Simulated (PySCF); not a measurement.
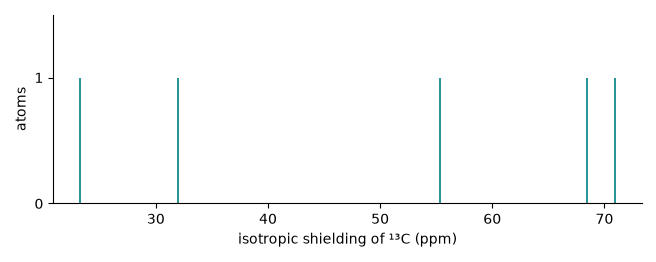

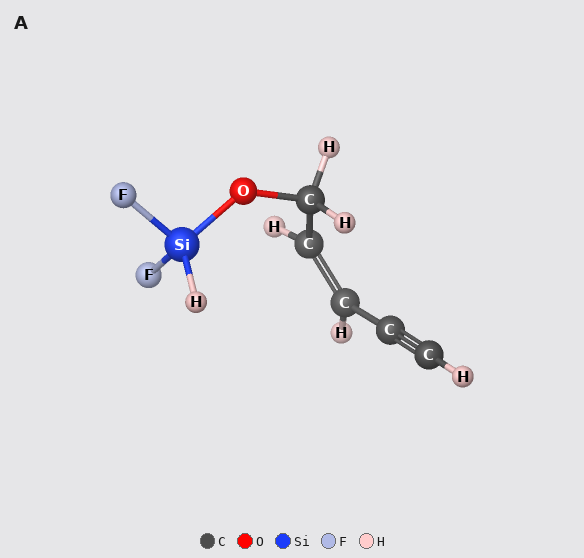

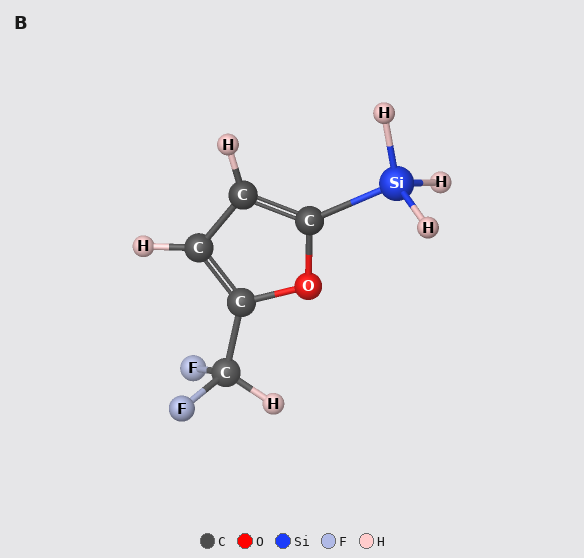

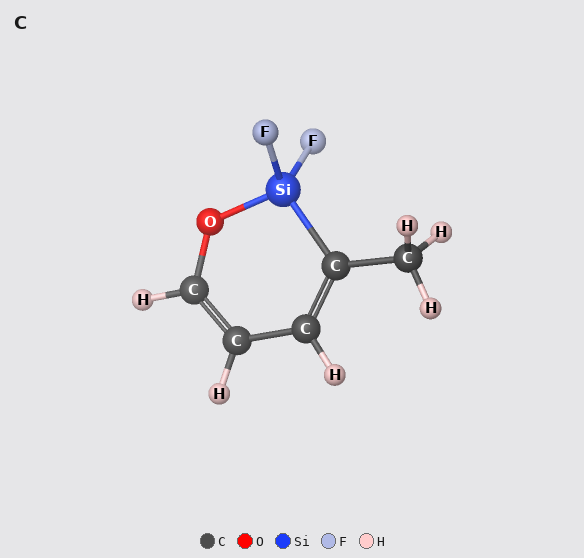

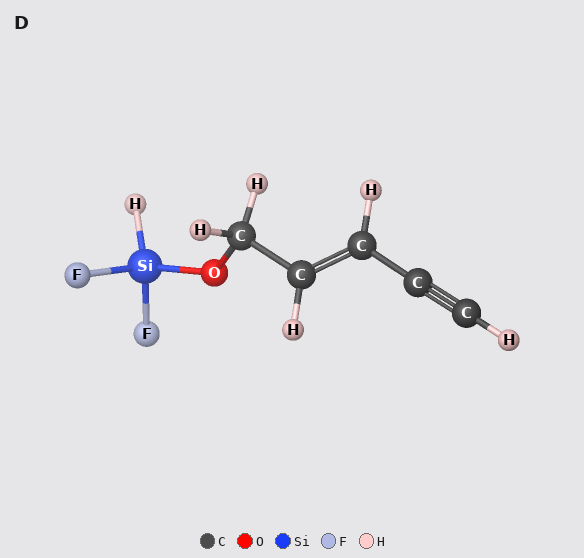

The sticks are computed shieldings of one of the molecules, for one fixed geometry (GFN2-xTB) without averaging over rotations. Low shielding means a high chemical shift. Method: GIAO PBE0/pcSseg-1 NMR shielding, non-relativistic, gas phase (PySCF 2.14.0).

**Match the spectrum to a structure.**

B, `FC(F)c1ccc([SiH3])o1`. Its 5 C atoms give lines at 23.2, 32.0, 55.3, 68.4, 70.9 ppm.

The geometry is semi-empirical. Around Si such bond lengths and angles can be off by a tenth of an ångström or more and by several degrees, and values that hang on the shape move with them.
